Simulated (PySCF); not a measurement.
**NMR shielding calculation of C5H3F2N2 (charge −1)**

System: C5H3F2N2, charge −1, SMILES N#C[C-](C#N)CC(F)F.
Method: common gauge origin BHandHLYP/ANO-RCC-VDZP NMR shielding, non-relativistic, gas phase (PySCF 2.14.0).

Some settings of this run were made unusual or wrong on purpose. The geometry comes from this level: GFN2-xTB.

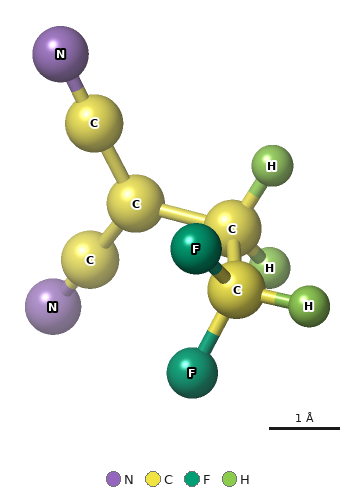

*The structure as given in the input (ball-and-stick view, seen at a tilt).*

### Input
```
{"job": {"kind": "nmr", "xc": "BHandHLYP", "basis": "ANO-RCC-VDZP", "pop": false, "gauge": [2, 0, 0], "scf": {"max_cycle": 85}}, "charge": -1, "multiplicity": 1}
N      2.063476     2.232932     0.646179
C      1.570950     1.222414     0.345303
C      0.995637     0.016924     0.028762
C      1.643793    -0.855714    -0.809574
N      2.198328    -1.616929    -1.493257
C     -0.332075    -0.361520     0.627410
C     -1.557922     0.052670    -0.194256
F     -1.638268     1.396573    -0.383284
F     -1.571398    -0.496362    -1.437876
H     -0.404597    -1.449729     0.744757
H     -0.458534     0.108678     1.610414
H     -2.508192    -0.250623     0.289395
```

The first line tells a small driver script what to run in PySCF; the rest is the geometry in Å.

Run as:
```bash
OMP_NUM_THREADS=1 python <driver script> task.json out
```

### What the program printed
```
final grid: 117352 points
cycle   1  E = -501.2603109817  dE =  1.543e+00  |g| = 8.882e-01  |ddm| = 5.164e+00
cycle   2  E = -501.1124196743  dE =  1.479e-01  |g| = 1.274e+00  |ddm| = 1.979e+00
cycle   3  E = -501.4288827232  dE = -3.165e-01  |g| = 1.968e-01  |ddm| = 1.124e+00
cycle   4  E = -501.4367786313  dE = -7.896e-03  |g| = 8.411e-02  |ddm| = 2.483e-01
cycle   5  E = -501.4382376754  dE = -1.459e-03  |g| = 1.629e-02  |ddm| = 7.482e-02
cycle   6  E = -501.4383027301  dE = -6.505e-05  |g| = 3.547e-03  |ddm| = 1.843e-02
cycle   7  E = -501.4383071458  dE = -4.416e-06  |g| = 1.327e-03  |ddm| = 5.715e-03
cycle   8  E = -501.4383079587  dE = -8.129e-07  |g| = 4.266e-04  |ddm| = 2.631e-03
cycle   9  E = -501.4383080741  dE = -1.154e-07  |g| = 1.140e-04  |ddm| = 1.034e-03
cycle  10  E = -501.4383080835  dE = -9.397e-09  |g| = 5.748e-05  |ddm| = 3.434e-04
cycle  11  E = -501.4383080846  dE = -1.158e-09  |g| = 1.478e-05  |ddm| = 9.143e-05
cycle  12  E = -501.4383080847  dE = -8.140e-11  |g| = 1.199e-05  |ddm| = 4.123e-05
converged SCF energy = -501.4383080847

GIAO shielding tensors (ppm)
atom      isotropic    diamagn.    paramagn.     s11        s22        s33       span
  0 N      -14.449     360.072    -374.522   -188.191    -37.027    181.871    370.062
  1 C      110.864     495.946    -385.081     -2.926     20.718    314.801    317.727
  2 C      262.171     540.696    -278.525    236.118    268.076    282.319     46.201
  3 C      111.466     496.910    -385.444     -1.820     21.526    314.691    316.512
  4 N      -12.035     367.172    -379.207   -184.659    -33.324    181.878    366.537
  5 C      198.782     463.544    -264.762    179.516    190.931    225.898     46.382
  6 C      119.773     405.638    -285.866     79.779    121.519    158.020     78.241
  7 F      340.019     486.725    -146.707    253.984    357.004    409.067    155.083
  8 F      340.091     493.093    -153.002    253.519    357.913    408.841    155.321
  9 H       50.090      89.911     -39.821     11.161     41.385     97.725     86.564
 10 H       48.524      83.066     -34.542      9.708     38.858     97.006     87.298
 11 H      -12.137    -157.394     145.257    -59.063    -49.820     72.473    131.536
```

### Outcome

- outcome: converged
- total energy: −501.438308 hartree
- HOMO: −1.74 eV
- LUMO: 3.84 eV
- isotropic shielding, N: −14.4 to −12.0 ppm
- isotropic shielding, C: 110.9 to 262.2 ppm
- isotropic shielding, F: 340.0 to 340.1 ppm
- isotropic shielding, H: −12.1 to 50.1 ppm
- hardware: 1 CPU thread, shared host
- wall time: 16 s
- peak memory: 0.7 GiB

Some settings of this run were drawn to be unusual or wrong; see gauge = [2, 0, 0]. It converged; results that depend on the unusual settings are not reference values.
